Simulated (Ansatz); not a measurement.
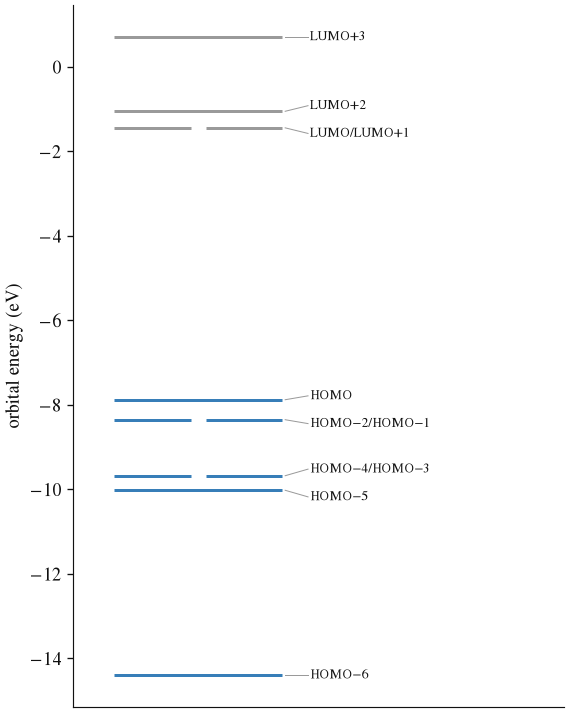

ZnSiH₃Cl, SMILES [SiH3][Zn][Cl], singlet. Kohn-Sham orbital energies near the frontier, HSE06/def2-TZVPP, the Ansatz code, at a PBE0-D4/def2-TZVP geometry (a minimum by its frequencies), isolated molecule; empty levels in grey, levels within 0.03 eV side by side.

Where do the frontier orbitals lie?

Answer. HOMO at −7.88 eV, LUMO at −1.45 eV, 6.44 eV apart.

List the levels.

Answer.
| orbital | energy (eV) |
| --- | --- |
| LUMO+3 | 0.71 |
| LUMO+2 | −1.06 |
| LUMO+1 | −1.45 |
| LUMO | −1.45 |
| HOMO | −7.88 |
| HOMO−1 | −8.36 |
| HOMO−2 | −8.36 |
| HOMO−3 | −9.68 |
| HOMO−4 | −9.68 |
| HOMO−5 | −10.03 |
| HOMO−6 | −14.40 |

Note: no scalar relativity up to krypton; empty levels above zero depend strongly on the basis.
